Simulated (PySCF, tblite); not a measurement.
# C4H2F5 radical: geometry, infrared bands and EPR parameters

What infrared bands and EPR parameters should C4H2F5 radical (`F[C]1C[C@@]1(F)C(F)(F)F`) show?

The runs use tblite 0.8.0 and PySCF 2.14.0, with density-fitted response routines of our own; the level of theory stands in each step. All values are computed, except where a source is named. Atoms are numbered from 0 throughout.

**1. The molecule as given**

11 atoms, charge 0, multiplicity 2; geometry from: force field or distance geometry start.

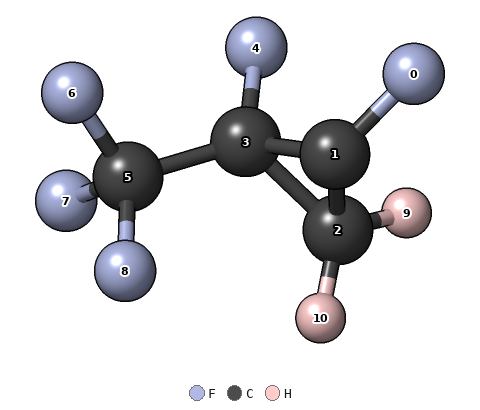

As it starts; fluorine light blue, carbon dark grey, hydrogen pink, atoms numbered; sticks join atoms by distance.

**2. Optimising the geometry with GFN2-xTB**

What the job is given:

```
{"job": {"kind": "relax", "xc": "GFN2-xTB", "basis": "xTB"}, "charge": 0, "multiplicity": 2}
F     -2.207400     1.144500    -0.218500
C     -1.159000     0.391400    -0.558500
C     -0.939700    -0.906000     0.081500
C     -0.017800     0.263100     0.333600
F     -0.166800     0.847100     1.604900
C      1.350300     0.277300    -0.243600
F      1.792800     1.549400    -0.431100
F      2.242500    -0.339100     0.584400
F      1.419400    -0.356800    -1.439800
H     -1.668200    -1.169800     0.847900
H     -0.640600    -1.698400    -0.586700
```

Launch:

```sh
$ OMP_NUM_THREADS=1 python probes_run.py task.json out
```

One launch serves the whole session: the jobs run in the order shown.

**Question.** This job is followed by: GFN2-xTB harmonic vibrations, gas phase; UKS B3LYP, pcH-1 on C F H, non-relativistic, mean-field spin-orbit, GIAO. Predict these results of the whole session: strongest single infrared mode (GFN2-xTB); zero-point energy (GFN2-xTB); g(iso) (B3LYP); ⟨S²⟩; largest a(iso) (averaged by class); surface potential, least and greatest.

The runs gave:

```
                                 quantity                  value
strongest single infrared mode (GFN2-xTB)  1087 cm⁻¹, 283 km/mol
             zero-point energy (GFN2-xTB)          34.2 kcal/mol
                           g(iso) (B3LYP)                2.00413
                                     ⟨S²⟩     0.753 (exact 0.75)
       largest a(iso) (averaged by class)   13C on C1, 422.8 MHz
    surface potential, least and greatest     -0.49 V and 1.46 V
```

Over 27 steps the energy fell by 0.216 eV; of the close pairs, C3–F4 changed most, 1.407 to 1.364 Å. No mode is imaginary among the 27: a minimum at this level. Unscaled tight-binding wavenumbers are off by several per cent, some by more. Its intensities can rank the bands wrongly. Most of the unpaired spin sits on C1 (0.81 e). The isotropic g lies 1.8 ppt above the free-electron value.
